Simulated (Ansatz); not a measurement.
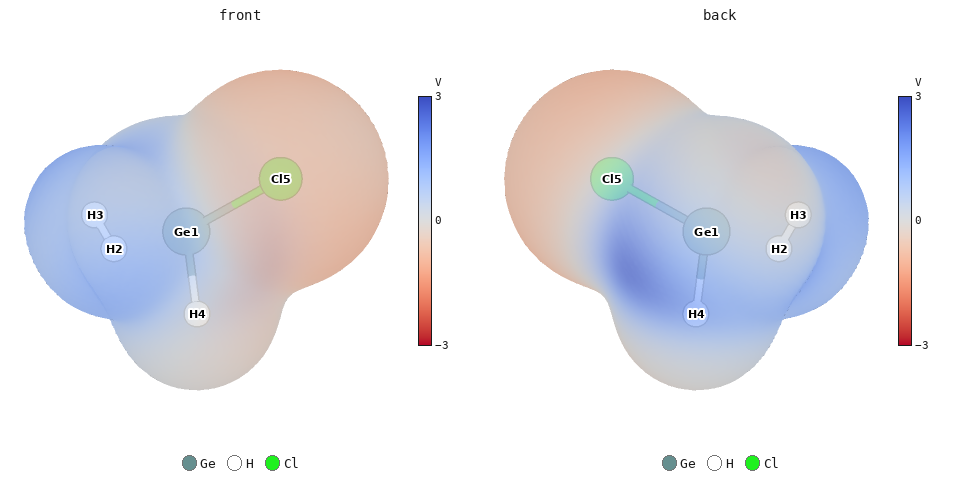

Figure. ClGeH···H2. The electrostatic potential painted on the density surface at 0.002 e/bohr³, seen from the front and from behind; the colour scale runs from red (negative) to blue (positive).

Level of theory: RKS PBE0/def2-SVP in Ansatz.

The calculation's input:

```
crystal:
  periodic: [false, false, false]
  atoms:
    - { symbol: Ge, position_ang: [0.027135, 0.030405, -1.081039] }
    - { symbol: H, position_ang: [1.180488, 0.158578, 1.411252] }
    - { symbol: H, position_ang: [1.752522, -0.092589, 1.055234] }
    - { symbol: H, position_ang: [-0.749876, 1.04496, -0.113572] }
    - { symbol: Cl, position_ang: [-1.24997, -1.688054, -0.592275] }
basis:
  gaussian: { orbitals: def2-SVP }
hamiltonian:
  xc: pbe0
relax:
  f_tol: 0.03
  max_steps: 50
output:
  orbitals: {}
```

Run with:

```sh
ansatz run input.yaml --threads 1 --pin off --max-ram 2048MiB --backend cpu --events-out ev --progress --plain --runs-dir out
```

The fields are those of the run's last geometry, not of the input's.

**Where is the surface potential most negative and most positive?**

The most negative region (about −0.8 V) lies over Cl5, the most positive (about +2.2 V) over Ge1.
